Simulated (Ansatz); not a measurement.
**Hypothetical Pm-3n GaAs: pressure series**

The parent structure is GaAs (space group Pm-3n, No. 223; a = 6.9822 Å; a hypothetical phase, not in the database extracts checked).

Cell and atoms are relaxed at each pressure.

The values are results of Ansatz (a quantum-chemistry and plane-wave program) PBEsol, no spin-orbit coupling, not measurements.

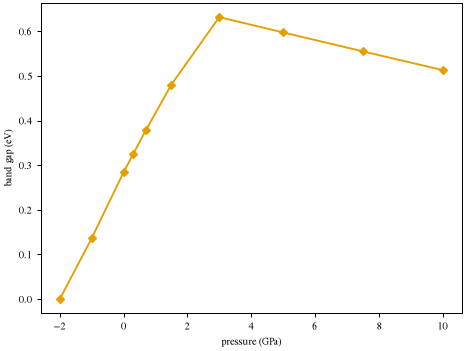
Band gap against pressure

From the plot, what is the band gap for pressure 10 GPa?

About 0.51 eV.

Is the trend monotonic over the range shown?

No, it turns within the range, spanning zero to 0.63 eV.

The mesh was chosen for an insulator and is coarse for the gapless case. Load acts through the strain it causes; cell and atoms are relaxed under it. No phonon test of stability was made. No other phases were tried under pressure. All final runs are without spin polarisation. The zero or small gap of GaAs can change with the level of theory.
